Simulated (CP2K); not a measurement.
**SiH2O2F (SMILES O[Si](O)F) at GFN2-xTB**

What is the vertical electron affinity of SiH2O2F at GFN2-xTB? 

The calculation is run with CP2K 2026.2.

3 further runs of the same task are left out: 2 that didn't finish, 1 set aside as unsound or not needed. Runs told in other sessions of the task aren't counted.

## Step 1: The structure to begin with

The species is SiH2O2F (6 atoms), meant as a doublet with charge 0. As SMILES, `O[Si](O)F`. Geometry: relaxed at PBE0-D4/def2-TZVP. This is one conformer, not always the lowest.

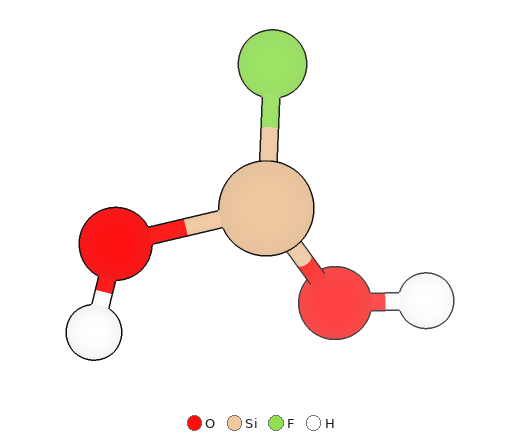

The structure, seen from a chosen angle (oxygen red, silicon light orange, fluorine green, hydrogen white).

## Step 2: The energy at GFN2-xTB

The input, molecule.inp:

```
&GLOBAL
  PROJECT_NAME molecule
  RUN_TYPE ENERGY
  PRINT_LEVEL MEDIUM
&END GLOBAL
&FORCE_EVAL
  METHOD QS
  &DFT
    CHARGE 0
    MULTIPLICITY 2
    SPIN_POLARIZED T
    &QS
      METHOD XTB
      EPS_DEFAULT 1.0E-10
      &XTB
        GFN_TYPE TBLITE
        &TBLITE
          METHOD GFN2
        &END TBLITE
        CHECK_ATOMIC_CHARGES F
      &END XTB
    &END QS
    &POISSON
      PERIODIC NONE
      POISSON_SOLVER ANALYTIC
    &END POISSON
    ! self-consistent field
    &SCF
      SCF_GUESS ATOMIC
      EPS_SCF 1.0E-06
      MAX_SCF 150
      ADDED_MOS 4
      &DIAGONALIZATION
        ALGORITHM STANDARD
      &END DIAGONALIZATION
      &MIXING
        METHOD DIRECT_P_MIXING
        ALPHA 0.4
      &END MIXING
      &SMEAR ON
        METHOD FERMI_DIRAC
        ELECTRONIC_TEMPERATURE [K] 300
        FIXED_MAGNETIC_MOMENT 1.0
      &END SMEAR
    &END SCF
    &PRINT
      &MOMENTS
        PERIODIC F
        REFERENCE COM
        MAX_MOMENT 1
      &END MOMENTS
      &MO ON
        ENERGIES T
        OCCUPATION_NUMBERS T
        NDIGITS 6
        &EACH
          QS_SCF 0
        &END EACH
        ADD_LAST NUMERIC
      &END MO
      &HIRSHFELD OFF
      &END HIRSHFELD
    &END PRINT
  &END DFT
  &SUBSYS
    ! vacuum box
    &CELL
      ABC [angstrom] 18.1 18.8 18.9
      PERIODIC NONE
    &END CELL
    &COORD
      UNIT bohr
      O     -1.6767540     1.9501974    -1.1835355
      Si     0.7235761     0.0495108    -0.8437627
      O      0.6544122    -1.0595694     2.0473293
      F      0.3012223    -2.1427605    -2.8653917
      H     -1.9872360     3.1346777     0.1532568
      H      2.0641478    -2.0533764     2.6049875
    &END COORD
    &TOPOLOGY
      &CENTER_COORDINATES
      &END CENTER_COORDINATES
    &END TOPOLOGY
  &END SUBSYS
&END FORCE_EVAL
```

Launch:

```sh
$ OMP_NUM_THREADS=1 cp2k.psmp -i molecule.inp -o molecule.out
```

The program printed:

```text
CP2K| version string:                                       CP2K version 2026.2
[...]
 GLOBAL| Method name                                                        CP2K
[...]
 GLOBAL| Run type                                                         ENERGY
[...]
                             - Atoms:                                          6
[...]
                             - Spherical basis functions:                     23
[...]
 Number of electrons:                                                         13
[...]
  *** SCF run converged in    16 steps ***
[...]
  Fermi energy:                                                -0.24715519335709
[...]
 TB_DIPOLE| Moment [Debye]          1.97554980       1.35491307       1.72229822
 TB_DIPOLE| Derivative [a.u.]       0.00000000       0.00000000       0.00000000
[...]
 ENERGY| Total FORCE_EVAL ( QS ) energy [hartree]            -15.696303726970946
[...]
```

It took 0.22 s on 1 thread of Arm Neoverse V2, shared host.

## Step 3: The singlet anion, same level

The input, calc.inp:

```
&GLOBAL
  PROJECT_NAME calc
  RUN_TYPE ENERGY
  PRINT_LEVEL MEDIUM
&END
&FORCE_EVAL
  METHOD Quickstep
  &DFT
    CHARGE -1
    ! Quickstep
    &QS
      METHOD XTB
      EPS_DEFAULT 1.0E-10
      &XTB
        GFN_TYPE TBLITE
        &TBLITE
          METHOD GFN2
        &END
        CHECK_ATOMIC_CHARGES F
      &END
    &END
    &POISSON
      PERIODIC NONE
      POISSON_SOLVER ANALYTIC
    &END
    &SCF
      SCF_GUESS ATOMIC
      EPS_SCF 1.0E-06
      MAX_SCF 150
      ADDED_MOS 4
      &DIAGONALIZATION
        ALGORITHM STANDARD
      &END
      &MIXING
        METHOD DIRECT_P_MIXING
        ALPHA 0.4
      &END
      &SMEAR ON
        METHOD FERMI_DIRAC
        ELECTRONIC_TEMPERATURE [K] 300
      &END
    &END
    ! extra output
    &PRINT
      &MOMENTS
        PERIODIC F
        REFERENCE COM
        MAX_MOMENT 1
      &END
      &MO ON
        ENERGIES T
        OCCUPATION_NUMBERS T
        NDIGITS 6
        &EACH
          QS_SCF 0
        &END
        ADD_LAST NUMERIC
      &END
      &HIRSHFELD OFF
      &END
    &END
  &END
  &SUBSYS
    &CELL
      ABC 18.1 18.8 18.9
      PERIODIC NONE
    &END
    &COORD
      UNIT bohr
      O     -1.6767540     1.9501974    -1.1835355
      Si     0.7235761     0.0495108    -0.8437627
      O      0.6544122    -1.0595694     2.0473293
      F      0.3012223    -2.1427605    -2.8653917
      H     -1.9872360     3.1346777     0.1532568
      H      2.0641478    -2.0533764     2.6049875
    &END
    &TOPOLOGY
      &CENTER_COORDINATES
      &END
    &END
  &END
&END
```

Launch:

```sh
$ OMP_NUM_THREADS=1 cp2k.psmp -i calc.inp -o calc.out
```

The program printed:

```text
CP2K| version string:                                       CP2K version 2026.2
[...]
 GLOBAL| Method name                                                        CP2K
[...]
 GLOBAL| Run type                                                         ENERGY
[...]
                             - Atoms:                                          6
[...]
                             - Spherical basis functions:                     23
[...]
 Number of electrons:                                                         26
[...]
  *** SCF run converged in    13 steps ***
[...]
  Fermi energy:                                                 0.13682608411680
[...]
 TB_DIPOLE| Moment [Debye]          2.07174558       0.80674362       0.45819306
 TB_DIPOLE| Derivative [a.u.]       0.00000000       0.00000000       0.00000000
[...]
 ENERGY| Total FORCE_EVAL ( QS ) energy [hartree]            -15.857779218171688
[...]
```

Run time: 0.2 s. Hardware: 1 thread of Arm Neoverse V2, shared host.

## Step 4: What came out

At GFN2-xTB:

```
                                                  quantity         value
                             doublet SiH2O2F: total energy  -15.69630 Eh
doublet SiH2O2F: dipole moment (from atomic charges alone)        2.95 D
       doublet SiH2O2F: HOMO energy (highest over α and β)      -8.53 eV
        doublet SiH2O2F: LUMO energy (lowest over α and β)      -8.02 eV
                        doublet SiH2O2F: dispersion energy  -6.34 kJ/mol
                               singlet anion: total energy  -15.85778 Eh
                                singlet anion: HOMO energy      -0.78 eV
                                singlet anion: LUMO energy       4.62 eV
                              singlet anion: HOMO–LUMO gap       5.40 eV
                          singlet anion: dispersion energy  -7.51 kJ/mol
         vertical electron affinity (to the singlet anion)      4.394 eV
```

**Reading.** At fixed nuclei the extra electron is bound by 4.39 eV (101 kcal/mol). A minimal valence basis can't be trusted even for the sign of an electron affinity. No empirical shift is applied, and without it xTB methods put this difference several eV too high. The dipole (doublet SiH2O2F) comes from point charges on the atoms alone, without atomic dipoles, so it is partial.
